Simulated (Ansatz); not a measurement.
## Electronic structure of ClGeH3O in real space

Input

```
crystal:
  periodic: [false, false, false]
  atoms:
    - { symbol: Ge, position_ang: [0.0, 0.0, 0.0] }
    - { symbol: H, position_ang: [0.0, 0.0, 1.55] }
    - { symbol: O, position_ang: [1.6691, 0.0, -0.5894] }
    - { symbol: H, position_ang: [1.9855, -0.9521, -0.7061] }
    - { symbol: H, position_ang: [-0.73, 1.2648, -0.5162] }
    - { symbol: Cl, position_ang: [-1.0456, -1.8115, -0.7393] }
basis:
  gaussian: { orbitals: def2-SVP }
hamiltonian:
  xc: hf
relax:
  f_tol: 0.02
  max_steps: 40
output:
  orbitals: {}
```

Run with:

```sh
ansatz run input.yaml --threads 1 --pin off --max-ram 2048MiB --backend cpu --events-out ev --progress --plain --runs-dir out
```

The fields are those of the run's last geometry, not of the input's.

All numbers below come from Ansatz, RHF/def2-SVP.

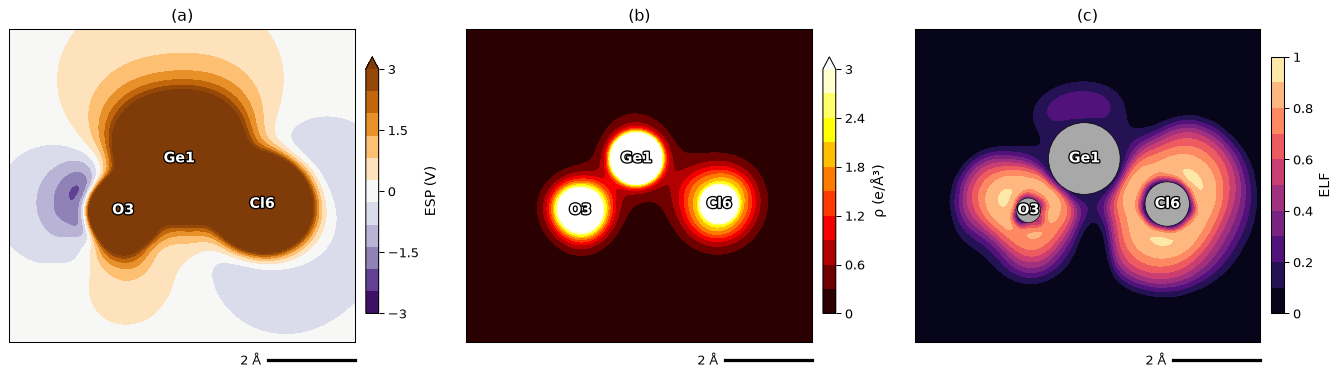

Figure 1. (a) molecular electrostatic potential; (b) total electron density; (c) ELF on the plane of atoms O3, Ge1 and Cl6. Grey discs cover the atomic cores in the ELF map.

Question: What does the map show?

Answer:
- The section cuts through Ge, O and Cl sites.
- Ge–O (1.75 Å): ρ at the midpoint is about 1 e/Å³; the ELF peaks at about 0.85 in the valence shell of O, 0.6 Å from its nucleus, and is about 0.35 at the midpoint.
- Ge–Cl (2.17 Å): ρ is about 0.71 e/Å³ halfway, with its minimum of 0.63 e/Å³ about 0.9 Å from Ge; the ELF peaks at about 0.85 in the valence shell of Cl, 0.9 Å from its nucleus, and is about 0.70 at the midpoint.
- The ELF also peaks beside Cl6 and O3, away from the bonds: lone-pair regions.
- Outside the dense part of the molecule the potential is most negative (−2.0 V) near O3.

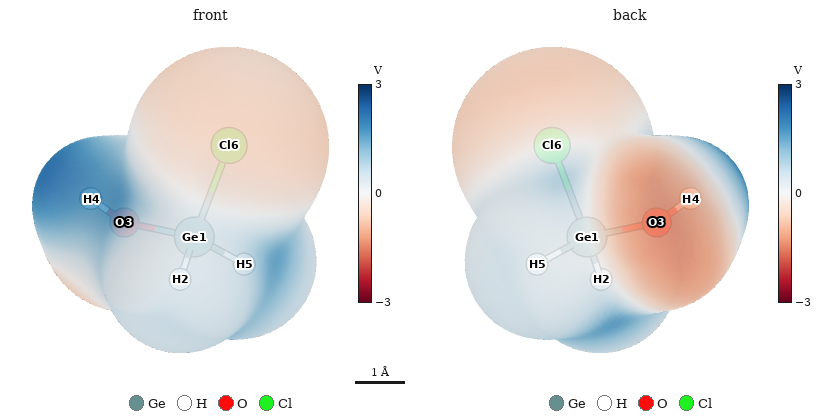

Figure 2. The electrostatic potential painted on the density surface at 0.001 e/bohr³, seen from the front and from behind; the colour scale runs from red (negative) to blue (positive).

Question: Which sites attract a positive test charge, and which a negative one?

Answer: A positive charge is drawn to the negative regions and a negative charge to the positive ones. The most negative region (about −1.4 V) lies over O3, the most positive (about +2.2 V) over H4. O3 is the likeliest acceptor of a hydrogen bond.

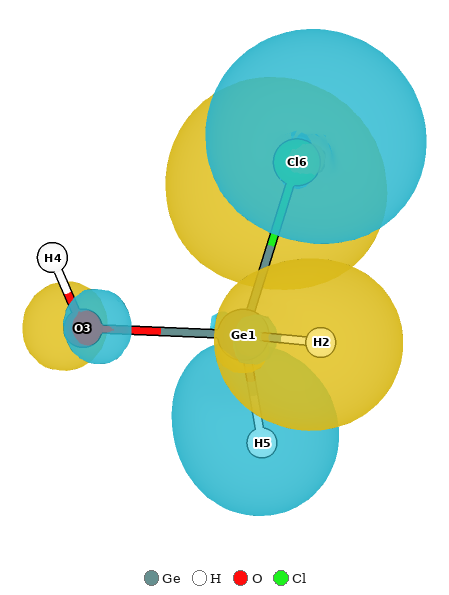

Figure 3. The HOMO at ±0.1 Å⁻³ᐟ² (yellow and cyan are the two phases), seen at a tilt.

Question: Where does this orbital lie, and at what energy?

Answer: Its weight (Hirshfeld) is mainly on Cl6 (about 65 %), Ge1 (about 15 %), H2 (about 10 %) and H5 (about 5 %). Its energy is −12.05 eV.

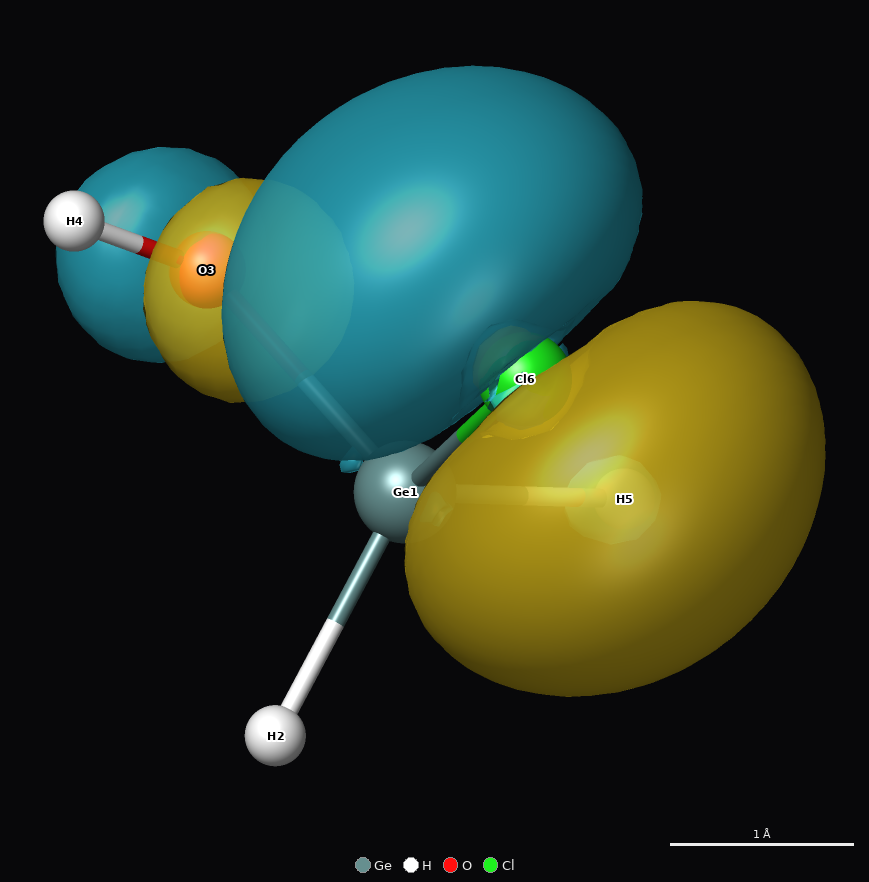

Figure 4. The HOMO−1 at ±0.1 Å⁻³ᐟ² (yellow and cyan are the two phases), seen at an oblique angle.

Question: Where does this orbital lie, and at what energy?

Answer: Its weight (Hirshfeld) is mainly on Cl6 (about 85 %) and O3 (about 5 %); largely a lone pair of Cl6. Its energy is −12.38 eV.
